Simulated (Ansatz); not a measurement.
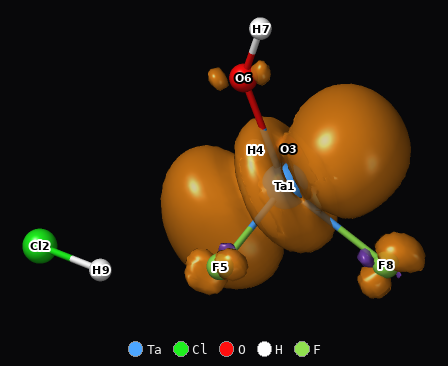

Figure. F$_{2}$H$_{2}$O$_{2}$Ta···HCl (doublet). Isosurfaces of the spin density (α minus β) at +0.02 (orange) and −0.02 e/Å³ (purple), seen at an oblique angle.

Core potentials replace the inner electrons of Ta.

The calculation used UKS PBE/def2-SVP in Ansatz 0.2.0.

| atom | x (Å) | y (Å) | z (Å) |
| --- | --- | --- | --- |
| Ta | -0.3306 | -0.2256 | 0.2065 |
| Cl | 3.3366 | 0.4997 | 0.2865 |
| O | -0.2806 | -0.7187 | 2.0318 |
| H | 0.3240 | -0.9240 | 2.7632 |
| F | 0.7952 | -0.1350 | -1.3565 |
| O | -0.5754 | 1.6504 | 0.3526 |
| H | -1.1984 | 2.3794 | 0.2089 |
| F | -1.1950 | -1.7809 | -0.4490 |
| H | 2.5185 | 0.2790 | -0.7136 |

### Which atoms carry the spin?

The unpaired spin (1 electron) lies mostly on Ta1 (about 0.9), in electrons by Hirshfeld's partition.
